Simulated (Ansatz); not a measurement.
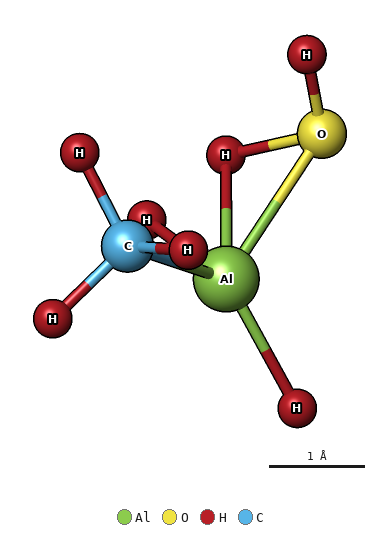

Fig. 1: The structure as given in the input (ball-and-stick view, seen at a tilt). Sticks mark near contacts. Bond lengths as drawn: Al–C 1.97 Å, Al–H 1.59 to 1.85 Å, Al–O 1.93 Å, C–H 1.10 to 1.11 Å and H–O 0.98 to 1.24 Å.

# CH₇AlO: molecular dynamics (part 1 of 3)

CH₇AlO, computed with RKS BLYP-D4/6-31G* (Ansatz 0.2.0).

It belongs to a series of runs on one base structure; here: dynamics from the highest image of the converged band.

## The program's output
```
Engine: ansatz 0.2.0, aarch64-unknown-linux-gnu
Functional definition: BLYP
  parameter beta = 0.0042
  parameter a = 0.04918
  parameter b = 0.132
  parameter c = 0.2533
  parameter d = 0.349
  exchange = b88_x(beta = beta)
  correlation = lyp_c(a = a, b = b, c = c, d = d)
830 factors; their error is unknown
mean field evaluation 1: about -9781.0205 eV, gradient 7.5e1 eV
mean field evaluation 2: about -9748.7829 eV, gradient 1.4e2 eV
mean field evaluation 4: about -9792.4261 eV, gradient 1.1e1 eV
mean field evaluation 8: about -9792.6886 eV, gradient 2.6e-1 eV
mean field evaluation 16: about -9792.6548 eV, gradient 7.1e-5 eV
mean field -9792.65480792 eV, -359.8734264914 hartree, gradient 7.1e-5 eV, S^2 0.000000; 0 other end points of the search recorded, 0 dependent functions left out
the calculation of the forces begins
reference -9792.65513959 eV, -359.8734386798 hartree; 17, 17 occupied and 46, 46 virtual orbitals, 830 factors
md step     0: t =     0.00 fs  T =   300.0 K  F+E_penalty+E_count = -9792.95249654 eV  E_kin = 0.310224 eV  conserved = -9792.64227254 eV  (26 SCF iters)
these checks for a lower state are left out or cut short: starts, cluster_reference, orbital_swaps, neighbouring_geometries, increment
830 factors; their error is unknown
mean field -9792.64435277 eV, -359.8730422717 hartree, gradient 1.6e-5 eV, S^2 0.000000; 0 other end points of the search recorded, 0 dependent functions left out
the calculation of the forces begins
reference -9792.64468424 eV, -359.8730544530 hartree; 17, 17 occupied and 46, 46 virtual orbitals, 830 factors
md step     1: t =     0.50 fs  T =   290.2 K  F+E_penalty+E_count = -9792.94212276 eV  E_kin = 0.300065 eV  conserved = -9792.64205785 eV  (27 SCF iters, 3 dispersion substeps)
[... from here on the SCF iterations and repeated set-up lines of each step are left out, up to the last step ...]
md step     2: t =     1.00 fs  T =   263.7 K  F+E_penalty+E_count = -9792.91426906 eV  E_kin = 0.272736 eV  conserved = -9792.64153343 eV  (27 SCF iters, 3 dispersion substeps)
md step     3: t =     1.50 fs  T =   228.5 K  F+E_penalty+E_count = -9792.87712274 eV  E_kin = 0.236239 eV  conserved = -9792.64088402 eV  (27 SCF iters, 3 dispersion substeps)
md step     4: t =     2.00 fs  T =   193.9 K  F+E_penalty+E_count = -9792.84087147 eV  E_kin = 0.200550 eV  conserved = -9792.64032144 eV  (27 SCF iters, 3 dispersion substeps)
md step     5: t =     2.50 fs  T =   168.6 K  F+E_penalty+E_count = -9792.81434247 eV  E_kin = 0.174314 eV  conserved = -9792.64002893 eV  (27 SCF iters, 3 dispersion substeps)
md step     6: t =     3.00 fs  T =   156.7 K  F+E_penalty+E_count = -9792.80214034 eV  E_kin = 0.162047 eV  conserved = -9792.64009348 eV  (28 SCF iters, 3 dispersion substeps)
md step     7: t =     3.50 fs  T =   157.5 K  F+E_penalty+E_count = -9792.80329898 eV  E_kin = 0.162830 eV  conserved = -9792.64046896 eV  (28 SCF iters, 3 dispersion substeps)
md step     8: t =     4.00 fs  T =   165.4 K  F+E_penalty+E_count = -9792.81199552 eV  E_kin = 0.170998 eV  conserved = -9792.64099715 eV  (27 SCF iters, 3 dispersion substeps)
md step     9: t =     4.50 fs  T =   172.7 K  F+E_penalty+E_count = -9792.82002307 eV  E_kin = 0.178555 eV  conserved = -9792.64146770 eV  (27 SCF iters, 3 dispersion substeps)
md step    10: t =     5.00 fs  T =   172.6 K  F+E_penalty+E_count = -9792.82011264 eV  E_kin = 0.178431 eV  conserved = -9792.64168116 eV  (27 SCF iters, 3 dispersion substeps)
md step    11: t =     5.50 fs  T =   162.0 K  F+E_penalty+E_count = -9792.80907335 eV  E_kin = 0.167562 eV  conserved = -9792.64151145 eV  (28 SCF iters, 3 dispersion substeps)
md step    12: t =     6.00 fs  T =   143.8 K  F+E_penalty+E_count = -9792.78968817 eV  E_kin = 0.148703 eV  conserved = -9792.64098558 eV  (28 SCF iters, 3 dispersion substeps)
md step    13: t =     6.50 fs  T =   125.6 K  F+E_penalty+E_count = -9792.77016524 eV  E_kin = 0.129832 eV  conserved = -9792.64033295 eV  (28 SCF iters, 3 dispersion substeps)
md step    14: t =     7.00 fs  T =   116.7 K  F+E_penalty+E_count = -9792.76053173 eV  E_kin = 0.120630 eV  conserved = -9792.63990221 eV  (27 SCF iters, 3 dispersion substeps)
md step    15: t =     7.50 fs  T =   123.3 K  F+E_penalty+E_count = -9792.76737786 eV  E_kin = 0.127452 eV  conserved = -9792.63992576 eV  (28 SCF iters, 3 dispersion substeps)
md step    16: t =     8.00 fs  T =   145.1 K  F+E_penalty+E_count = -9792.79039680 eV  E_kin = 0.150057 eV  conserved = -9792.64034028 eV  (28 SCF iters, 3 dispersion substeps)
md step    17: t =     8.50 fs  T =   176.4 K  F+E_penalty+E_count = -9792.82326007 eV  E_kin = 0.182394 eV  conserved = -9792.64086622 eV  (29 SCF iters, 3 dispersion substeps)
md step    18: t =     9.00 fs  T =   209.3 K  F+E_penalty+E_count = -9792.85772217 eV  E_kin = 0.216474 eV  conserved = -9792.64124818 eV  (27 SCF iters, 3 dispersion substeps)
md step    19: t =     9.50 fs  T =   238.0 K  F+E_penalty+E_count = -9792.88754127 eV  E_kin = 0.246144 eV  conserved = -9792.64139713 eV  (27 SCF iters, 3 dispersion substeps)
md step    20: t =    10.00 fs  T =   259.8 K  F+E_penalty+E_count = -9792.91002836 eV  E_kin = 0.268667 eV  conserved = -9792.64136096 eV  (28 SCF iters, 3 dispersion substeps)
md step    21: t =    10.50 fs  T =   274.9 K  F+E_penalty+E_count = -9792.92549128 eV  E_kin = 0.284265 eV  conserved = -9792.64122666 eV  (28 SCF iters, 3 dispersion substeps)
md step    22: t =    11.00 fs  T =   285.2 K  F+E_penalty+E_count = -9792.93594883 eV  E_kin = 0.294891 eV  conserved = -9792.64105758 eV  (28 SCF iters, 3 dispersion substeps)
md step    23: t =    11.50 fs  T =   293.2 K  F+E_penalty+E_count = -9792.94410264 eV  E_kin = 0.303218 eV  conserved = -9792.64088419 eV  (28 SCF iters, 3 dispersion substeps)
md step    24: t =    12.00 fs  T =   301.8 K  F+E_penalty+E_count = -9792.95276619 eV  E_kin = 0.312037 eV  conserved = -9792.64072898 eV  (27 SCF iters, 3 dispersion substeps)
md step    25: t =    12.50 fs  T =   313.1 K  F+E_penalty+E_count = -9792.96443451 eV  E_kin = 0.323802 eV  conserved = -9792.64063203 eV  (28 SCF iters, 3 dispersion substeps)
md step    26: t =    13.00 fs  T =   328.8 K  F+E_penalty+E_count = -9792.98064280 eV  E_kin = 0.339992 eV  conserved = -9792.64065043 eV  (28 SCF iters, 3 dispersion substeps)
md step    27: t =    13.50 fs  T =   348.5 K  F+E_penalty+E_count = -9793.00115595 eV  E_kin = 0.360340 eV  conserved = -9792.64081568 eV  (28 SCF iters, 3 dispersion substeps)
md step    28: t =    14.00 fs  T =   369.9 K  F+E_penalty+E_count = -9793.02362602 eV  E_kin = 0.382555 eV  conserved = -9792.64107122 eV  (26 SCF iters, 3 dispersion substeps)
md step    29: t =    14.50 fs  T =   390.0 K  F+E_penalty+E_count = -9793.04457005 eV  E_kin = 0.403312 eV  conserved = -9792.64125822 eV  (27 SCF iters, 3 dispersion substeps)
md step    30: t =    15.00 fs  T =   406.7 K  F+E_penalty+E_count = -9793.06176159 eV  E_kin = 0.420555 eV  conserved = -9792.64120706 eV  (27 SCF iters, 3 dispersion substeps)
md step    31: t =    15.50 fs  T =   421.4 K  F+E_penalty+E_count = -9793.07660967 eV  E_kin = 0.435712 eV  conserved = -9792.64089803 eV  (28 SCF iters, 3 dispersion substeps)
md step    32: t =    16.00 fs  T =   438.8 K  F+E_penalty+E_count = -9793.09424631 eV  E_kin = 0.453716 eV  conserved = -9792.64053028 eV  (27 SCF iters, 3 dispersion substeps)
md step    33: t =    16.50 fs  T =   464.3 K  F+E_penalty+E_count = -9793.12047486 eV  E_kin = 0.480100 eV  conserved = -9792.64037488 eV  (28 SCF iters, 3 dispersion substeps)
md step    34: t =    17.00 fs  T =   500.2 K  F+E_penalty+E_count = -9793.15776514 eV  E_kin = 0.517230 eV  conserved = -9792.64053539 eV  (27 SCF iters, 3 dispersion substeps)
md step    35: t =    17.50 fs  T =   544.3 K  F+E_penalty+E_count = -9793.20370855 eV  E_kin = 0.562831 eV  conserved = -9792.64087746 eV  (28 SCF iters, 3 dispersion substeps)
md step    36: t =    18.00 fs  T =   591.6 K  F+E_penalty+E_count = -9793.25296470 eV  E_kin = 0.611787 eV  conserved = -9792.64117726 eV  (28 SCF iters, 3 dispersion substeps)
md step    37: t =    18.50 fs  T =   637.6 K  F+E_penalty+E_count = -9793.30065518 eV  E_kin = 0.659367 eV  conserved = -9792.64128769 eV  (28 SCF iters, 3 dispersion substeps)
md step    38: t =    19.00 fs  T =   680.3 K  F+E_penalty+E_count = -9793.34472866 eV  E_kin = 0.703535 eV  conserved = -9792.64119325 eV  (26 SCF iters, 3 dispersion substeps)
md step    39: t =    19.50 fs  T =   720.8 K  F+E_penalty+E_count = -9793.38634443 eV  E_kin = 0.745368 eV  conserved = -9792.64097688 eV  (28 SCF iters, 3 dispersion substeps)
md step    40: t =    20.00 fs  T =   761.9 K  F+E_penalty+E_count = -9793.42866693 eV  E_kin = 0.787905 eV  conserved = -9792.64076218 eV  (28 SCF iters, 3 dispersion substeps)
md step    41: t =    20.50 fs  T =   806.8 K  F+E_penalty+E_count = -9793.47493962 eV  E_kin = 0.834276 eV  conserved = -9792.64066316 eV  (27 SCF iters, 3 dispersion substeps)
md step    42: t =    21.00 fs  T =   856.7 K  F+E_penalty+E_count = -9793.52665066 eV  E_kin = 0.885898 eV  conserved = -9792.64075316 eV  (27 SCF iters, 3 dispersion substeps)
md step    43: t =    21.50 fs  T =   910.3 K  F+E_penalty+E_count = -9793.58234932 eV  E_kin = 0.941299 eV  conserved = -9792.64104996 eV  (28 SCF iters, 3 dispersion substeps)
md step    44: t =    22.00 fs  T =   963.1 K  F+E_penalty+E_count = -9793.63739665 eV  E_kin = 0.995886 eV  conserved = -9792.64151039 eV  (28 SCF iters, 3 dispersion substeps)
md step    45: t =    22.50 fs  T =  1008.3 K  F+E_penalty+E_count = -9793.68473026 eV  E_kin = 1.042709 eV  conserved = -9792.64202078 eV  (27 SCF iters, 3 dispersion substeps)
md step    46: t =    23.00 fs  T =  1038.9 K  F+E_penalty+E_count = -9793.71671542 eV  E_kin = 1.074321 eV  conserved = -9792.64239446 eV  (27 SCF iters, 3 dispersion substeps)
md step    47: t =    23.50 fs  T =  1049.9 K  F+E_penalty+E_count = -9793.72808269 eV  E_kin = 1.085674 eV  conserved = -9792.64240837 eV  (28 SCF iters, 3 dispersion substeps)
md step    48: t =    24.00 fs  T =  1041.9 K  F+E_penalty+E_count = -9793.71930057 eV  E_kin = 1.077377 eV  conserved = -9792.64192375 eV  (27 SCF iters, 3 dispersion substeps)
md step    49: t =    24.50 fs  T =  1022.5 K  F+E_penalty+E_count = -9793.69845995 eV  E_kin = 1.057395 eV  conserved = -9792.64106487 eV  (27 SCF iters, 3 dispersion substeps)
md step    50: t =    25.00 fs  T =  1004.6 K  F+E_penalty+E_count = -9793.67907585 eV  E_kin = 1.038792 eV  conserved = -9792.64028377 eV  (27 SCF iters, 3 dispersion substeps)
md step    51: t =    25.50 fs  T =   999.0 K  F+E_penalty+E_count = -9793.67313687 eV  E_kin = 1.033030 eV  conserved = -9792.64010715 eV  (28 SCF iters, 3 dispersion substeps)
md step    52: t =    26.00 fs  T =  1008.3 K  F+E_penalty+E_count = -9793.68332403 eV  E_kin = 1.042644 eV  conserved = -9792.64068023 eV  (28 SCF iters, 3 dispersion substeps)
md step    53: t =    26.50 fs  T =  1024.4 K  F+E_penalty+E_count = -9793.70093328 eV  E_kin = 1.059334 eV  conserved = -9792.64159901 eV  (28 SCF iters, 3 dispersion substeps)
md step    54: t =    27.00 fs  T =  1034.3 K  F+E_penalty+E_count = -9793.71182301 eV  E_kin = 1.069562 eV  conserved = -9792.64226149 eV  (28 SCF iters, 3 dispersion substeps)
md step    55: t =    27.50 fs  T =  1028.1 K  F+E_penalty+E_count = -9793.70543136 eV  E_kin = 1.063101 eV  conserved = -9792.64232998 eV  (27 SCF iters, 3 dispersion substeps)
md step    56: t =    28.00 fs  T =  1004.0 K  F+E_penalty+E_count = -9793.68012781 eV  E_kin = 1.038266 eV  conserved = -9792.64186220 eV  (28 SCF iters, 3 dispersion substeps)
md step    57: t =    28.50 fs  T =   968.5 K  F+E_penalty+E_count = -9793.64265901 eV  E_kin = 1.001516 eV  conserved = -9792.64114263 eV  (27 SCF iters, 3 dispersion substeps)
md step    58: t =    29.00 fs  T =   931.7 K  F+E_penalty+E_count = -9793.60392955 eV  E_kin = 0.963455 eV  conserved = -9792.64047407 eV  (27 SCF iters, 3 dispersion substeps)
md step    59: t =    29.50 fs  T =   903.4 K  F+E_penalty+E_count = -9793.57427948 eV  E_kin = 0.934212 eV  conserved = -9792.64006765 eV  (27 SCF iters, 3 dispersion substeps)
md step    60: t =    30.00 fs  T =   889.7 K  F+E_penalty+E_count = -9793.56008837 eV  E_kin = 0.920069 eV  conserved = -9792.64001964 eV  (28 SCF iters, 3 dispersion substeps)
md step    61: t =    30.50 fs  T =   891.5 K  F+E_penalty+E_count = -9793.56217369 eV  E_kin = 0.921859 eV  conserved = -9792.64031473 eV  (28 SCF iters, 3 dispersion substeps)
md step    62: t =    31.00 fs  T =   904.3 K  F+E_penalty+E_count = -9793.57599195 eV  E_kin = 0.935163 eV  conserved = -9792.64082912 eV  (28 SCF iters, 3 dispersion substeps)
md step    63: t =    31.50 fs  T =   920.9 K  F+E_penalty+E_count = -9793.59361786 eV  E_kin = 0.952264 eV  conserved = -9792.64135370 eV  (27 SCF iters, 3 dispersion substeps)
md step    64: t =    32.00 fs  T =   933.6 K  F+E_penalty+E_count = -9793.60706695 eV  E_kin = 0.965398 eV  conserved = -9792.64166847 eV  (27 SCF iters, 3 dispersion substeps)
md step    65: t =    32.50 fs  T =   938.1 K  F+E_penalty+E_count = -9793.61169522 eV  E_kin = 0.970035 eV  conserved = -9792.64166052 eV  (28 SCF iters, 3 dispersion substeps)
md step    66: t =    33.00 fs  T =   934.6 K  F+E_penalty+E_count = -9793.60786553 eV  E_kin = 0.966467 eV  conserved = -9792.64139876 eV  (28 SCF iters, 3 dispersion substeps)
md step    67: t =    33.50 fs  T =   927.2 K  F+E_penalty+E_count = -9793.59984706 eV  E_kin = 0.958773 eV  conserved = -9792.64107365 eV  (26 SCF iters, 3 dispersion substeps)
md step    68: t =    34.00 fs  T =   920.6 K  F+E_penalty+E_count = -9793.59287248 eV  E_kin = 0.952011 eV  conserved = -9792.64086150 eV  (27 SCF iters, 3 dispersion substeps)
md step    69: t =    34.50 fs  T =   918.2 K  F+E_penalty+E_count = -9793.59036033 eV  E_kin = 0.949513 eV  conserved = -9792.64084727 eV  (27 SCF iters, 3 dispersion substeps)
md step    70: t =    35.00 fs  T =   920.2 K  F+E_penalty+E_count = -9793.59259459 eV  E_kin = 0.951597 eV  conserved = -9792.64099753 eV  (28 SCF iters, 3 dispersion substeps)
md step    71: t =    35.50 fs  T =   924.6 K  F+E_penalty+E_count = -9793.59728766 eV  E_kin = 0.956117 eV  conserved = -9792.64117053 eV  (27 SCF iters, 3 dispersion substeps)
md step    72: t =    36.00 fs  T =   928.8 K  F+E_penalty+E_count = -9793.60172371 eV  E_kin = 0.960505 eV  conserved = -9792.64121914 eV  (28 SCF iters, 3 dispersion substeps)
md step    73: t =    36.50 fs  T =   932.1 K  F+E_penalty+E_count = -9793.60493509 eV  E_kin = 0.963818 eV  conserved = -9792.64111662 eV  (27 SCF iters, 3 dispersion substeps)
md step    74: t =    37.00 fs  T =   935.3 K  F+E_penalty+E_count = -9793.60815926 eV  E_kin = 0.967198 eV  conserved = -9792.64096171 eV  (27 SCF iters, 3 dispersion substeps)
md step    75: t =    37.50 fs  T =   940.5 K  F+E_penalty+E_count = -9793.61347902 eV  E_kin = 0.972602 eV  conserved = -9792.64087683 eV  (28 SCF iters, 3 dispersion substeps)
md step    76: t =    38.00 fs  T =   948.8 K  F+E_penalty+E_count = -9793.62204848 eV  E_kin = 0.981135 eV  conserved = -9792.64091326 eV  (27 SCF iters, 3 dispersion substeps)
md step    77: t =    38.50 fs  T =   959.6 K  F+E_penalty+E_count = -9793.63329019 eV  E_kin = 0.992266 eV  conserved = -9792.64102415 eV  (26 SCF iters, 3 dispersion substeps)
md step    78: t =    39.00 fs  T =   971.4 K  F+E_penalty+E_count = -9793.64555610 eV  E_kin = 1.004456 eV  conserved = -9792.64110019 eV  (28 SCF iters, 3 dispersion substeps)
md step    79: t =    39.50 fs  T =   983.2 K  F+E_penalty+E_count = -9793.65776358 eV  E_kin = 1.016715 eV  conserved = -9792.64104855 eV  (27 SCF iters, 3 dispersion substeps)
md step    80: t =    40.00 fs  T =   995.9 K  F+E_penalty+E_count = -9793.67073162 eV  E_kin = 1.029837 eV  conserved = -9792.64089483 eV  (27 SCF iters, 3 dispersion substeps)
md step    81: t =    40.50 fs  T =  1011.4 K  F+E_penalty+E_count = -9793.68671198 eV  E_kin = 1.045900 eV  conserved = -9792.64081236 eV  (27 SCF iters, 3 dispersion substeps)
md step    82: t =    41.00 fs  T =  1030.7 K  F+E_penalty+E_count = -9793.70681951 eV  E_kin = 1.065844 eV  conserved = -9792.64097588 eV  (27 SCF iters, 3 dispersion substeps)
md step    83: t =    41.50 fs  T =  1051.4 K  F+E_penalty+E_count = -9793.72859278 eV  E_kin = 1.087263 eV  conserved = -9792.64132946 eV  (28 SCF iters, 3 dispersion substeps)
md step    84: t =    42.00 fs  T =  1068.9 K  F+E_penalty+E_count = -9793.74691376 eV  E_kin = 1.105341 eV  conserved = -9792.64157312 eV  (27 SCF iters, 3 dispersion substeps)
md step    85: t =    42.50 fs  T =  1080.1 K  F+E_penalty+E_count = -9793.75835566 eV  E_kin = 1.116903 eV  conserved = -9792.64145310 eV  (28 SCF iters, 3 dispersion substeps)
md step    86: t =    43.00 fs  T =  1086.7 K  F+E_penalty+E_count = -9793.76479386 eV  E_kin = 1.123748 eV  conserved = -9792.64104540 eV  (28 SCF iters, 3 dispersion substeps)
md step    87: t =    43.50 fs  T =  1094.2 K  F+E_penalty+E_count = -9793.77224301 eV  E_kin = 1.131530 eV  conserved = -9792.64071338 eV  (27 SCF iters, 3 dispersion substeps)
md step    88: t =    44.00 fs  T =  1107.0 K  F+E_penalty+E_count = -9793.78554150 eV  E_kin = 1.144766 eV  conserved = -9792.64077554 eV  (28 SCF iters, 3 dispersion substeps)
md step    89: t =    44.50 fs  T =  1124.1 K  F+E_penalty+E_count = -9793.80365951 eV  E_kin = 1.162432 eV  conserved = -9792.64122748 eV  (27 SCF iters, 3 dispersion substeps)
md step    90: t =    45.00 fs  T =  1139.1 K  F+E_penalty+E_count = -9793.81966645 eV  E_kin = 1.177876 eV  conserved = -9792.64179055 eV  (27 SCF iters, 3 dispersion substeps)
md step    91: t =    45.50 fs  T =  1143.6 K  F+E_penalty+E_count = -9793.82479066 eV  E_kin = 1.182622 eV  conserved = -9792.64216888 eV  (27 SCF iters, 3 dispersion substeps)
md step    92: t =    46.00 fs  T =  1132.1 K  F+E_penalty+E_count = -9793.81293651 eV  E_kin = 1.170721 eV  conserved = -9792.64221517 eV  (27 SCF iters, 3 dispersion substeps)
md step    93: t =    46.50 fs  T =  1103.6 K  F+E_penalty+E_count = -9793.78313510 eV  E_kin = 1.141215 eV  conserved = -9792.64192010 eV  (27 SCF iters, 3 dispersion substeps)
```
